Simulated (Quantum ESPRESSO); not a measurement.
# LaCrAsO: which magnetic order is lowest, part 2 of 2

Wanted: the moments of LaCrAsO and the energy of each order that was tried.

Quantum ESPRESSO 7.5; PBEsol; plane waves with GBRV 1.5 PBEsol potentials, no spin-orbit coupling.

So far, absolute magnetization (μB): step 2 (start 1: ferro ++) 5.23.

## Step 3: Run 2, typed as antiferro +−

File pw.in:

```
&CONTROL
  calculation = 'scf'
  prefix = 'pwscf'
  outdir = './tmp'
  pseudo_dir = './pseudo'
  disk_io = 'nowf'
/
&SYSTEM
  ibrav = 0
  celldm(1) = 8
  nat = 8
  ntyp = 5
  ecutwfc = 40
  ecutrho = 280
  nbnd = 48
  occupations = 'smearing'
  smearing = 'fd'
  degauss = 0.00734986
  nspin = 2
  starting_magnetization(1) = 0
  starting_magnetization(2) = 0.1786
  starting_magnetization(3) = -0.1786
  starting_magnetization(4) = 0
  starting_magnetization(5) = 0
/
&ELECTRONS
  conv_thr = 1.6d-08
  electron_maxstep = 150
  mixing_beta = 0.3
/
ATOMIC_SPECIES
La    138.9055 la_pbesol_v1.uspp.F.UPF
Cr1    51.9961 cr_pbesol_v1.5.uspp.F.UPF
Cr2    51.9961 cr_pbesol_v1.5.uspp.F.UPF
As     74.9216 as_pbesol_v1.uspp.F.UPF
O      15.9990 o_pbesol_v1.2.uspp.F.UPF
CELL_PARAMETERS alat
   0.9545951518547    0.0000000000000    0.0000000000000
   0.0000000000000    0.9545951518547    0.0000000000000
   0.0000000000000    0.0000000000000    2.1227057342156
ATOMIC_POSITIONS crystal
La      0.5000000000    0.0000000000    0.1365000000
La      0.0000000000    0.5000000000    0.8635000000
Cr1     0.0000000000    0.0000000000    0.5000000000
Cr2     0.5000000000    0.5000000000    0.5000000000
As      0.5000000000    0.0000000000    0.6625000000
As      0.0000000000    0.5000000000    0.3375000000
O       0.0000000000    0.0000000000    0.0000000000
O       0.5000000000    0.5000000000    0.0000000000
K_POINTS automatic
8 8 4 0 0 0
```

On the command line:

```sh
OMP_NUM_THREADS=1 mpirun -n 4 pw.x -nk 4 -in pw.in > pw.out
```

The log of the run:

```text
[banner, memory and clock lines left out]
Program PWSCF v.7.5 starts

     Message from routine setup:
     using ibrav=0 with symmetry is DISCOURAGED, use correct ibrav instead

     bravais-lattice index     =            0
     lattice parameter (alat)  =       8.0000  a.u.
     unit-cell volume          =     990.3717 (a.u.)^3
     number of atoms/cell      =            8
     number of atomic types    =            5
     number of electrons       =        72.00
     number of Kohn-Sham states=           48
     kinetic-energy cutoff     =      40.0000  Ry
     charge density cutoff     =     280.0000  Ry
     scf convergence threshold =      1.6E-08
     mixing beta               =       0.3000
     number of iterations used =            8  plain     mixing
     Exchange-correlation= SLA  PW   PSX  PSC
                           (   1   4  10   8   0   0   0)

     celldm(1)=   8.000000  celldm(2)=   0.000000  celldm(3)=   0.000000
     celldm(4)=   0.000000  celldm(5)=   0.000000  celldm(6)=   0.000000

     crystal axes: (cart. coord. in units of alat)
               a(1) = (   0.954595   0.000000   0.000000 )
               a(2) = (   0.000000   0.954595   0.000000 )
               a(3) = (   0.000000   0.000000   2.122706 )

     reciprocal axes: (cart. coord. in units 2 pi/alat)
               b(1) = (  1.047565  0.000000  0.000000 )
               b(2) = (  0.000000  1.047565  0.000000 )
               b(3) = (  0.000000  0.000000  0.471097 )

     PseudoPot. # 1 for La read from file:
     la_pbesol_v1.uspp.F.UPF
     Pseudo is Ultrasoft + core correction, Zval = 11.0

     PseudoPot. # 2 for Cr read from file:
     cr_pbesol_v1.5.uspp.F.UPF
     Pseudo is Ultrasoft + core correction, Zval = 14.0

     PseudoPot. # 3 for Cr read from file:
     cr_pbesol_v1.5.uspp.F.UPF
     Pseudo is Ultrasoft + core correction, Zval = 14.0

     PseudoPot. # 4 for As read from file:
     as_pbesol_v1.uspp.F.UPF
     Pseudo is Ultrasoft + core correction, Zval =  5.0

     PseudoPot. # 5 for O  read from file:
     o_pbesol_v1.2.uspp.F.UPF
     Pseudo is Ultrasoft + core correction, Zval =  6.0

     atomic species   valence    mass     pseudopotential
     La               11.00   138.90550     La( 1.00)
     Cr1              14.00    51.99610     Cr( 1.00)
     Cr2              14.00    51.99610     Cr( 1.00)
     As                5.00    74.92160     As( 1.00)
     O                 6.00    15.99900     O ( 1.00)

     Starting magnetic structure
     atomic species   magnetization
     La              0.000
     Cr1             0.179
     Cr2            -0.179
     As              0.000
     O               0.000

      8 Sym. Ops. (no inversion) found

   Cartesian axes

     site n.     atom                  positions (alat units)
         1        La     tau(   1) = (   0.4772976   0.0000000   0.2897493  )
         2        La     tau(   2) = (   0.0000000   0.4772976   1.8329564  )
         3        Cr1    tau(   3) = (   0.0000000   0.0000000   1.0613529  )
         4        Cr2    tau(   4) = (   0.4772976   0.4772976   1.0613529  )
         5        As     tau(   5) = (   0.4772976   0.0000000   1.4062925  )
         6        As     tau(   6) = (   0.0000000   0.4772976   0.7164132  )
         7        O      tau(   7) = (   0.0000000   0.0000000   0.0000000  )
         8        O      tau(   8) = (   0.4772976   0.4772976   0.0000000  )

     number of k points=    45  Fermi-Dirac smearing, width (Ry)=  0.0073
                       cart. coord. in units 2pi/alat
        k(    1) = (   0.0000000   0.0000000   0.0000000), wk =   0.0039062
        k(    2) = (   0.0000000   0.0000000   0.1177742), wk =   0.0078125
        k(    3) = (   0.0000000   0.0000000  -0.2355484), wk =   0.0039062
        k(    4) = (   0.0000000   0.1309456   0.0000000), wk =   0.0156250
        k(    5) = (   0.0000000   0.1309456   0.1177742), wk =   0.0312500
        [... 40 further k-points ...]

     Dense  grid:    78387 G-vectors     FFT dimensions: (  45,  45,  96)

     Smooth grid:    33913 G-vectors     FFT dimensions: (  32,  32,  72)

     Check: negative core charge=   -0.000002
     Generating pointlists ...
     new r_m :   0.2303 (alat units)  1.8426 (a.u.) for type    1
     new r_m :   0.2429 (alat units)  1.9434 (a.u.) for type    2
     new r_m :   0.2429 (alat units)  1.9434 (a.u.) for type    3
     new r_m :   0.2429 (alat units)  1.9434 (a.u.) for type    4
     new r_m :   0.2303 (alat units)  1.8426 (a.u.) for type    5

     Initial potential from superposition of free atoms

     starting charge      69.9407, renormalised to      72.0000

     negative rho (up, down):  7.862E-02 7.834E-02
     Starting wfcs are   76 randomized atomic wfcs

     Self-consistent Calculation

     iteration #  1     ecut=    40.00 Ry     beta= 0.30
     Davidson diagonalization with overlap
     ethr =  1.00E-02,  avg # of iterations =  5.5

     negative rho (up, down):  7.608E-02 7.609E-02

     total energy              =    -662.86854452 Ry
     estimated scf accuracy    <      80.22584147 Ry

     total magnetization       =    -0.00 Bohr mag/cell
     absolute magnetization    =     1.48 Bohr mag/cell

     iteration #  2     ecut=    40.00 Ry     beta= 0.30
     Davidson diagonalization with overlap
     ethr =  1.00E-02,  avg # of iterations =  9.7

     negative rho (up, down):  3.961E-04 3.409E-04

     total energy              =    -667.54484985 Ry
     estimated scf accuracy    <     602.31941264 Ry

     total magnetization       =     0.02 Bohr mag/cell
     absolute magnetization    =     5.24 Bohr mag/cell

     [... further iterations left out ...]

     iteration # 23     ecut=    40.00 Ry     beta= 0.30
     Davidson diagonalization with overlap
     ethr =  1.67E-09,  avg # of iterations =  3.9

     negative rho (up, down):  5.680E-02 5.565E-02

     total energy              =    -700.34000759 Ry
     estimated scf accuracy    <       0.00000010 Ry

     total magnetization       =    -0.00 Bohr mag/cell
     absolute magnetization    =     5.81 Bohr mag/cell

     iteration # 24     ecut=    40.00 Ry     beta= 0.30
     Davidson diagonalization with overlap
     ethr =  1.37E-10,  avg # of iterations =  5.0

     negative rho (up, down):  5.680E-02 5.565E-02

     Magnetic moment per site  (integrated on atomic sphere of radius R)
     atom   1 (R=0.230)  charge=  6.1659  magn=  0.0000
     atom   2 (R=0.230)  charge=  6.1659  magn=  0.0000
     atom   3 (R=0.243)  charge= 12.1110  magn=  2.4233
     atom   4 (R=0.243)  charge= 12.1112  magn= -2.4237
     atom   5 (R=0.243)  charge=  2.8700  magn=  0.0000
     atom   6 (R=0.243)  charge=  2.8700  magn=  0.0000
     atom   7 (R=0.230)  charge=  6.2573  magn= -0.0085
     atom   8 (R=0.230)  charge=  6.2578  magn=  0.0085

     End of self-consistent calculation

     [... lines left out ...]
     the Fermi energy is    11.2997 ev

!    total energy              =    -700.34000763 Ry
     estimated scf accuracy    <          6.1E-09 Ry
     smearing contrib. (-TS)   =      -0.00917706 Ry
     internal energy E=F+TS    =    -700.33083058 Ry

     The total energy is F=E-TS. E is the sum of the following terms:
     one-electron contribution =    -267.91041270 Ry
     hartree contribution      =     169.17417610 Ry
     xc contribution           =    -219.74363572 Ry
     ewald contribution        =    -381.85095826 Ry

     total magnetization       =    -0.00 Bohr mag/cell
     absolute magnetization    =     5.81 Bohr mag/cell

     convergence has been achieved in  24 iterations
```

Elapsed: 9.6 min, on 4 MPI ranks of Intel Xeon at 2.50GHz (Skylake/Cascade Lake), shared host; peak memory 1.6 GiB.

Spin moment in the atom's sphere by atom:

```csv
atom,spin moment in the atom's sphere (μB)
La1,0.00
La2,0.00
Cr3,2.42
Cr4,-2.42
As5,0.00
As6,0.00
O7,-0.01
O8,0.01
```

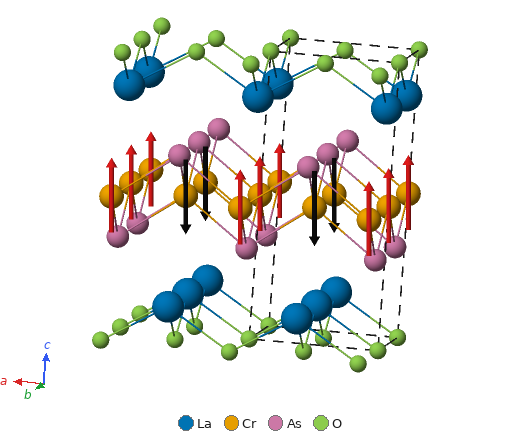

Spin moment in the atom's sphere as arrows, the longest 2.42 μB. Up and down stand for the sign. Arrows give size and sign along the axis of quantisation, drawn up and down the page. The two directions have two colours. 2×2×1 cells are drawn. Some periodic images of atoms are drawn too.

This step gave:

```yaml
smearing_term_ts: 0.1249 eV
magnetization: 0 μB
absolute_magnetization: 5.814 μB
final_state: antiferromagnetic
```

## Step 4: Start 3: antiferro q=(0,1/2,0) +−+−

The cell is doubled to 16 atoms to hold this order. The wavevector q is in fractions of the reciprocal vectors of the crystal's primitive cell, as the cells of these inputs are built from it; moments change sign between cells as cos(2π q·R).

File pw.in:

```
&CONTROL
  calculation = 'scf'
  prefix = 'pwscf'
  outdir = './tmp'
  pseudo_dir = './pseudo'
  disk_io = 'nowf'
/
&SYSTEM
  ibrav = 0
  celldm(1) = 8
  nat = 16
  ntyp = 5
  ecutwfc = 40
  ecutrho = 280
  nbnd = 92
  occupations = 'smearing'
  smearing = 'fd'
  degauss = 0.00734986
  nspin = 2
  starting_magnetization(1) = 0
  starting_magnetization(2) = 0.1786
  starting_magnetization(3) = -0.1786
  starting_magnetization(4) = 0
  starting_magnetization(5) = 0
/
&ELECTRONS
  conv_thr = 3.2d-08
  electron_maxstep = 150
  mixing_beta = 0.3
/
ATOMIC_SPECIES
La    138.9055 la_pbesol_v1.uspp.F.UPF
Cr1    51.9961 cr_pbesol_v1.5.uspp.F.UPF
Cr2    51.9961 cr_pbesol_v1.5.uspp.F.UPF
As     74.9216 as_pbesol_v1.uspp.F.UPF
O      15.9990 o_pbesol_v1.2.uspp.F.UPF
CELL_PARAMETERS alat
   0.9545951518547    0.0000000000000    0.0000000000000
   0.0000000000000    1.9091903037094    0.0000000000000
   0.0000000000000    0.0000000000000    2.1227057342156
ATOMIC_POSITIONS crystal
La      0.5000000000    0.0000000000    0.1365000000
La      0.5000000000    0.5000000000    0.1365000000
La      0.0000000000    0.2500000000    0.8635000000
La      0.0000000000    0.7500000000    0.8635000000
Cr1     0.0000000000    0.0000000000    0.5000000000
Cr2     0.0000000000    0.5000000000    0.5000000000
Cr1     0.5000000000    0.2500000000    0.5000000000
Cr2     0.5000000000    0.7500000000    0.5000000000
As      0.5000000000    0.0000000000    0.6625000000
As      0.5000000000    0.5000000000    0.6625000000
As      0.0000000000    0.2500000000    0.3375000000
As      0.0000000000    0.7500000000    0.3375000000
O       0.0000000000    0.0000000000    0.0000000000
O       0.0000000000    0.5000000000    0.0000000000
O       0.5000000000    0.2500000000    0.0000000000
O       0.5000000000    0.7500000000    0.0000000000
K_POINTS automatic
8 4 4 0 0 0
```

The log of the run:

```text
     [... lines left out ...]
Program PWSCF v.7.5 starts
     [... lines left out ...]
     number of atoms/cell      =           16
     [... lines left out ...]
     number of electrons       =       144.00
     number of Kohn-Sham states=           92
     kinetic-energy cutoff     =      40.0000  Ry
     charge density cutoff     =     280.0000  Ry
     scf convergence threshold =      3.2E-08
     [... lines left out ...]
      4 Sym. Ops., with inversion, found ( 2 have fractional translation)
     [... lines left out ...]
     number of k points=    50  Fermi-Dirac smearing, width (Ry)=  0.0073
     [... lines left out ...]
     iteration # 28     ecut=    40.00 Ry     beta= 0.30
     [... lines left out ...]
     Magnetic moment per site  (integrated on atomic sphere of radius R)
     atom   1 (R=0.230)  charge=  6.1663  magn= -0.0005
     atom   2 (R=0.230)  charge=  6.1663  magn=  0.0005
     atom   3 (R=0.230)  charge=  6.1663  magn= -0.0005
     atom   4 (R=0.230)  charge=  6.1663  magn=  0.0005
     atom   5 (R=0.243)  charge= 12.1182  magn=  2.3552
     atom   6 (R=0.243)  charge= 12.1182  magn= -2.3545
     atom   7 (R=0.243)  charge= 12.1182  magn=  2.3552
     atom   8 (R=0.243)  charge= 12.1182  magn= -2.3545
     atom   9 (R=0.243)  charge=  2.8703  magn= -0.0448
     atom  10 (R=0.243)  charge=  2.8703  magn=  0.0448
     atom  11 (R=0.243)  charge=  2.8703  magn= -0.0448
     atom  12 (R=0.243)  charge=  2.8703  magn=  0.0448
     atom  13 (R=0.230)  charge=  6.2578  magn=  0.0021
     atom  14 (R=0.230)  charge=  6.2578  magn= -0.0021
     atom  15 (R=0.230)  charge=  6.2578  magn=  0.0021
     atom  16 (R=0.230)  charge=  6.2578  magn= -0.0021
     [... lines left out ...]
     the Fermi energy is    11.4839 ev
!    total energy              =   -1400.63926655 Ry
     estimated scf accuracy    <       0.00000003 Ry
     smearing contrib. (-TS)   =      -0.02400722 Ry
     [... lines left out ...]
     total magnetization       =     0.00 Bohr mag/cell
     absolute magnetization    =    11.26 Bohr mag/cell
     convergence has been achieved in  28 iterations
```

It took 57 min on 4 MPI ranks; peak memory 3.4 GiB; 3.8 h of CPU time.

Spin moment in the atom's sphere by atom:

```csv
atom,spin moment in the atom's sphere (μB)
La1,0.00
La2,0.00
La3,0.00
La4,0.00
Cr5,2.36
Cr6,-2.35
Cr7,2.36
Cr8,-2.35
As9,-0.04
As10,0.04
As11,-0.04
As12,0.04
O13,0.00
O14,0.00
O15,0.00
O16,0.00
```

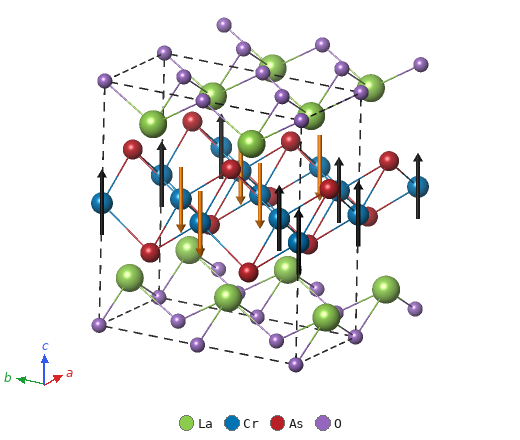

Spin moment in the atom's sphere as arrows, the longest 2.36 μB. Up and down stand for the sign. Arrows give size and sign along the axis of quantisation, drawn up and down the page. The two directions have two colours. 2×1×1 cells are drawn. Some periodic images of atoms are drawn too.

Numbers from this step:

```yaml
smearing_term_ts: 0.3266 eV
magnetization: 0 μB
absolute_magnetization: 11.26 μB
final_state: antiferromagnetic
```

## Step 5: Run 4, typed as antiferro q=(1/2,1/2,0) +−+−

The cell is doubled to 16 atoms to hold this order.

File pw.in:

```
&CONTROL
  calculation = 'scf'
  prefix = 'pwscf'
  outdir = './tmp'
  pseudo_dir = './pseudo'
  disk_io = 'nowf'
/
&SYSTEM
  ibrav = 0
  celldm(1) = 8
  nat = 16
  ntyp = 5
  ecutwfc = 40
  ecutrho = 280
  nbnd = 92
  occupations = 'smearing'
  smearing = 'fd'
  degauss = 0.00734986
  nspin = 2
  starting_magnetization(1) = 0
  starting_magnetization(2) = 0.1786
  starting_magnetization(3) = -0.1786
  starting_magnetization(4) = 0
  starting_magnetization(5) = 0
/
&ELECTRONS
  conv_thr = 3.2d-08
  electron_maxstep = 150
  mixing_beta = 0.3
/
ATOMIC_SPECIES
La    138.9055 la_pbesol_v1.uspp.F.UPF
Cr1    51.9961 cr_pbesol_v1.5.uspp.F.UPF
Cr2    51.9961 cr_pbesol_v1.5.uspp.F.UPF
As     74.9216 as_pbesol_v1.uspp.F.UPF
O      15.9990 o_pbesol_v1.2.uspp.F.UPF
CELL_PARAMETERS alat
   1.9091903037094    0.0000000000000    0.0000000000000
   0.9545951518547    0.9545951518547    0.0000000000000
   0.0000000000000    0.0000000000000    2.1227057342156
ATOMIC_POSITIONS crystal
La      0.2500000000    0.0000000000    0.1365000000
La      0.7500000000    0.0000000000    0.1365000000
La      0.7500000000    0.5000000000    0.8635000000
La      0.2500000000    0.5000000000    0.8635000000
Cr1     0.0000000000    0.0000000000    0.5000000000
Cr2     0.5000000000    0.0000000000    0.5000000000
Cr1     0.0000000000    0.5000000000    0.5000000000
Cr2     0.5000000000    0.5000000000    0.5000000000
As      0.2500000000    0.0000000000    0.6625000000
As      0.7500000000    0.0000000000    0.6625000000
As      0.7500000000    0.5000000000    0.3375000000
As      0.2500000000    0.5000000000    0.3375000000
O       0.0000000000    0.0000000000    0.0000000000
O       0.5000000000    0.0000000000    0.0000000000
O       0.0000000000    0.5000000000    0.0000000000
O       0.5000000000    0.5000000000    0.0000000000
K_POINTS automatic
4 8 4 0 0 0
```

The log of the run:

```text
     [... lines left out ...]
Program PWSCF v.7.5 starts
     [... lines left out ...]
     number of atoms/cell      =           16
     [... lines left out ...]
     number of electrons       =       144.00
     number of Kohn-Sham states=           92
     kinetic-energy cutoff     =      40.0000  Ry
     charge density cutoff     =     280.0000  Ry
     scf convergence threshold =      3.2E-08
     [... lines left out ...]
      8 Sym. Ops., with inversion, found ( 4 have fractional translation)
     [... lines left out ...]
     number of k points=    39  Fermi-Dirac smearing, width (Ry)=  0.0073
     [... lines left out ...]
     iteration # 28     ecut=    40.00 Ry     beta= 0.30
     [... lines left out ...]
     Magnetic moment per site  (integrated on atomic sphere of radius R)
     atom   1 (R=0.230)  charge=  6.1660  magn= -0.0000
     atom   2 (R=0.230)  charge=  6.1660  magn= -0.0000
     atom   3 (R=0.230)  charge=  6.1660  magn= -0.0000
     atom   4 (R=0.230)  charge=  6.1660  magn= -0.0000
     atom   5 (R=0.243)  charge= 12.1161  magn=  2.3420
     atom   6 (R=0.243)  charge= 12.1160  magn= -2.3434
     atom   7 (R=0.243)  charge= 12.1161  magn=  2.3420
     atom   8 (R=0.243)  charge= 12.1160  magn= -2.3434
     atom   9 (R=0.243)  charge=  2.8702  magn=  0.0000
     atom  10 (R=0.243)  charge=  2.8702  magn=  0.0000
     atom  11 (R=0.243)  charge=  2.8702  magn=  0.0000
     atom  12 (R=0.243)  charge=  2.8702  magn=  0.0000
     atom  13 (R=0.230)  charge=  6.2572  magn=  0.0006
     atom  14 (R=0.230)  charge=  6.2572  magn= -0.0006
     atom  15 (R=0.230)  charge=  6.2572  magn=  0.0006
     atom  16 (R=0.230)  charge=  6.2572  magn= -0.0006
     [... lines left out ...]
     the Fermi energy is    11.4450 ev
!    total energy              =   -1400.62551579 Ry
     estimated scf accuracy    <       0.00000002 Ry
     smearing contrib. (-TS)   =      -0.02557316 Ry
     [... lines left out ...]
     total magnetization       =    -0.00 Bohr mag/cell
     absolute magnetization    =    11.08 Bohr mag/cell
     convergence has been achieved in  28 iterations
```

Elapsed: 60 min, on 4 MPI ranks; peak memory 3.1 GiB; 4 h of CPU time.

This step gave:

```
smearing term TS       : 0.3479 eV
magnetization          : 0 μB
absolute magnetization : 11.08 μB
final state            : antiferromagnetic
largest moment         : 2.343 μB
```

## Step 6: The states side by side

An order is kept where moments of 0.15 μB or more survive with the typed signs; meshes match where a doubled cell samples the same k points as the first cell.

Orders:

```csv
start,final state,typed order kept,energy over the lowest (meV a seeded atom),largest site moment (μB),net moment (μB a cell of the first run),mesh matched,CPU time (s)
ferro ++,ferromagnetic,yes,127.8,2.164,4.636,yes,2626
antiferro +-,antiferromagnetic,yes,0,2.424,0,yes,2274
"antiferro q=(0,1/2,0) +-+-",antiferromagnetic,yes,138.6,2.355,8.60e-4,yes,13644
"antiferro q=(1/2,1/2,0) +-+-",antiferromagnetic,yes,185.4,2.343,0.00172,yes,14487
```

## Step 7: What came out

| Quantity | Value |
| --- | --- |
| lowest state found | antiferromagnetic (from antiferro +-) |
| largest site moment | 2.42 μB |
| next state with moments | ferromagnetic, 128 meV a seeded atom higher |

**Reading.** This is the lowest of 4 collinear or spinless starts, no proof of the ground state. Energies are free energies at an electronic temperature of 1160 K, which lowers moments and differences where the moments are itinerant. No Hubbard term acts here. In such compounds local and semilocal functionals without one often delocalise the d electrons, and can shrink or lose moments and miss the size, sign and order of the couplings. The smearing term is large for its width, so states at the Fermi level are partly filled: at this level the cell is a metal or has a gap of a few widths at most.

[Logs and program files are shortened in this print: banners, set-up blocks, solver, clock and traceback lines can be left out without a mark of their own.]

[Logs are printed without paths, hosts, clocks, repeated set-up lines and the standing remarks that a program may print on its own settings, such as how far it seeks lower states.]

[Hosts, paths, dates, database ids (printed as entryN), source tags and the programs' standing remarks are cut or masked in the printed files.]

[Where a cell is said to come from a database of computed structures, the database is the Materials Project.]
